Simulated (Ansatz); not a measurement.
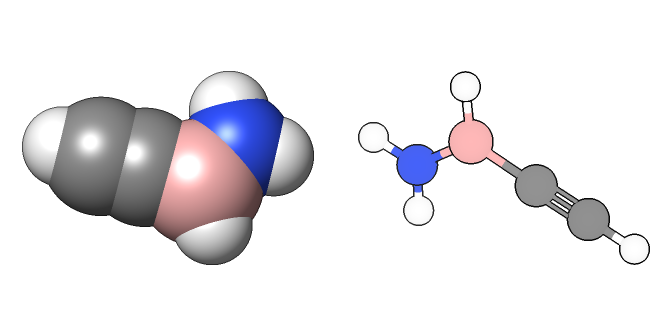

Both panels show the same species. Colours: carbon grey, boron pink, nitrogen blue, hydrogen white.

Computed geometry: PBE0-D4/def2-TZVP optimisation.

Question: Give the formula.

Answer: C₂H₄BN, 8 atoms: 2 carbon, 4 hydrogen, 1 boron and 1 nitrogen.

Question: Write the SMILES.

Answer: C#CBN

Question: Name some functional groups or characteristic bonds that it holds.

Answer: Among them: alkyne, B–H bond.

Question: How many sets of symmetry-equivalent atoms are there?

Answer: 8: 1 C, 1 C, 1 B, 1 N, 1 H, 1 H, 1 H, 1 H.

The parts below concern this one geometry. Atoms keep their numbers from picture to picture.

### Shape

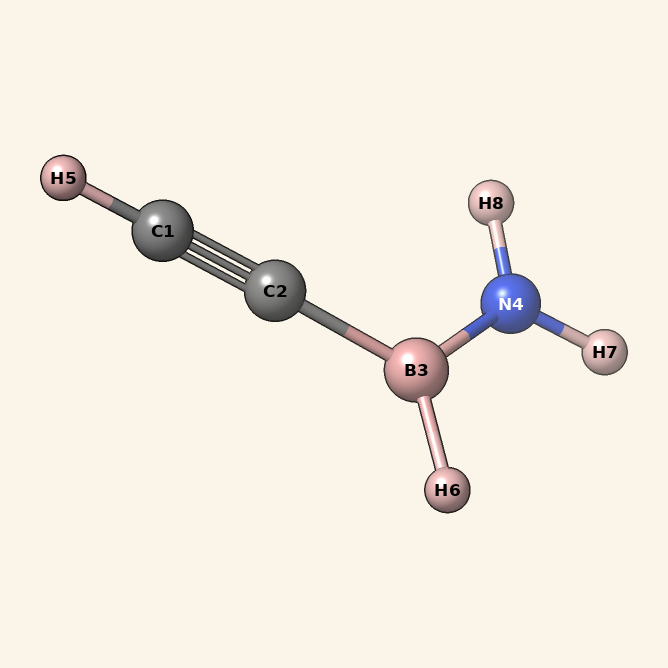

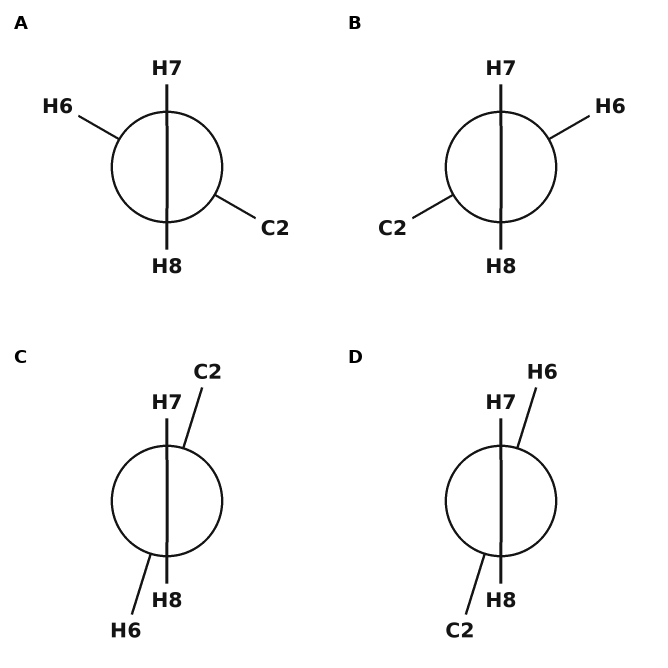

Distant atoms are faded towards the background colour. Bonds that would overlap in a projection are set slightly apart.

Question: Which Newman projection shows the view along N4–B3, with N4 in front?

Answer: D. The torsion angle H7–N4–B3–C2 is 180°, antiperiplanar (anti).

### Charges

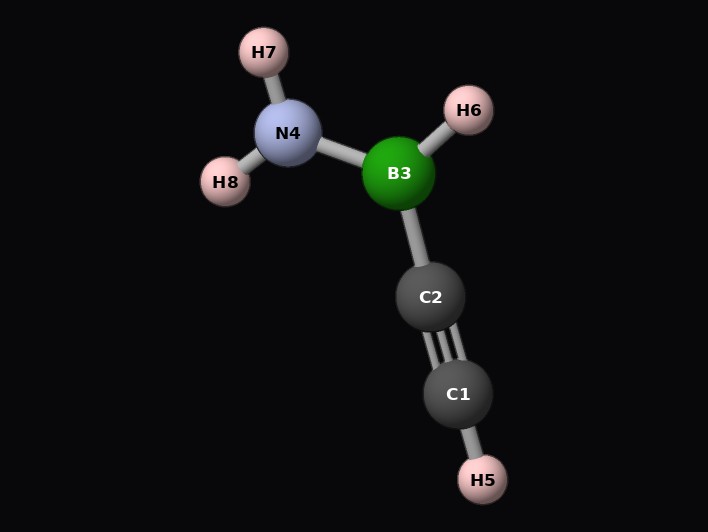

The questions are on Mulliken charges. Properties computed with RKS B3LYP-D4/def2-TZVPP (Ansatz 0.2.0).

List the Mulliken charges.

| atom | value (e) |
| --- | --- |
| C1 | −0.07 |
| C2 | −0.30 |
| B3 | 0.02 |
| N4 | −0.24 |
| H5 | 0.25 |
| H6 | 0.01 |
| H7 | 0.17 |
| H8 | 0.16 |

### Dipole moment

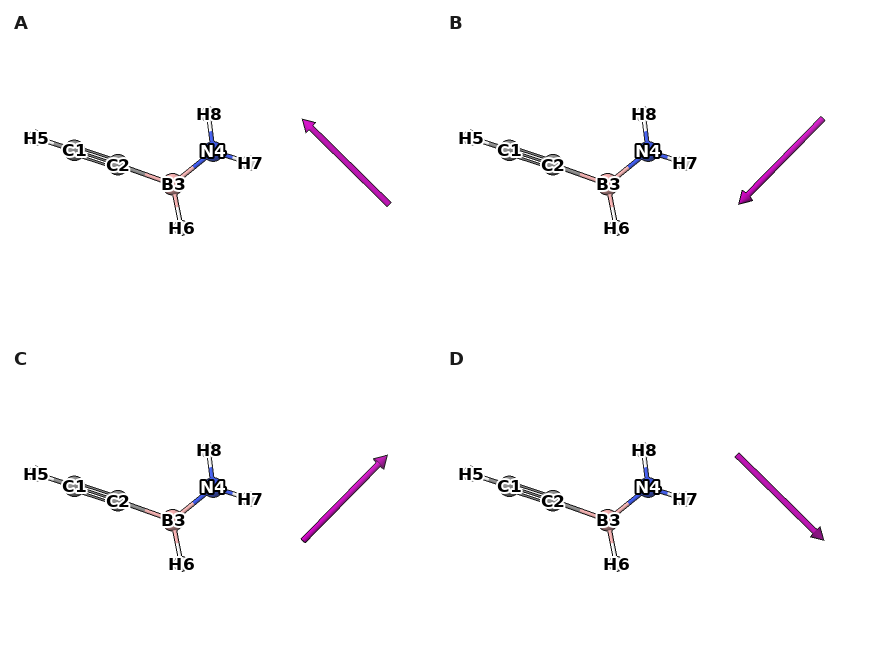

The same molecule four times, each with an arrow. Method: RKS B3LYP-D4/def2-TZVPP (Ansatz 0.2.0).

Question: Which arrow points along the dipole moment, from the negative to the positive end?

Answer: C. The dipole moment is 1.77 D; it points from the side of H5 to the side of H8 (the outermost atoms at the two ends).

### Thermal motion

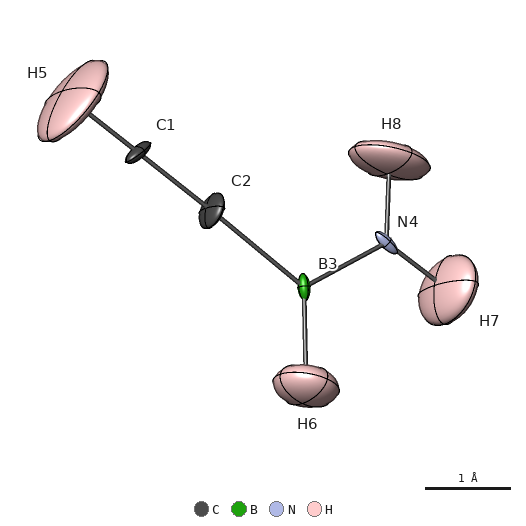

Displacement ellipsoids at the 50 % level, enlarged 1.5 times, from the internal vibrations of the free molecule (harmonic, no overall translation or rotation; no half-axis is drawn under 0.075 Å). Vibrations computed with RKS PBE0-D4/def2-TZVP (Ansatz 0.2.0). Temperature: 600 K.

Question: Which atom has the largest mean-square displacement?

Answer: H5, with U_eq = 0.0431 Å².

Question: Does H5 move more along its bond or across it?

Answer: Across it: the root-mean-square amplitude is 0.082 Å along the bond and up to 0.268 Å across, since bending and torsion are softer than stretching.

List U_eq and the three principal root-mean-square amplitudes for each kind of atom.

| atom | U_eq (Å²) | rms amplitudes (Å) |
| --- | --- | --- |
| C1 | 0.0041 | 0.033, 0.054, 0.092 |
| C2 | 0.0069 | 0.037, 0.096, 0.100 |
| B3 | 0.0024 | 0.032, 0.036, 0.070 |
| N4 | 0.0026 | 0.026, 0.029, 0.078 |
| H5 | 0.0431 | 0.079, 0.227, 0.268 |
| H6 | 0.0235 | 0.097, 0.164, 0.185 |
| H7 | 0.0320 | 0.087, 0.183, 0.235 |
| H8 | 0.0302 | 0.074, 0.195, 0.217 |

Mulliken values depend strongly on the basis set and can even reverse the polarity of a bond.
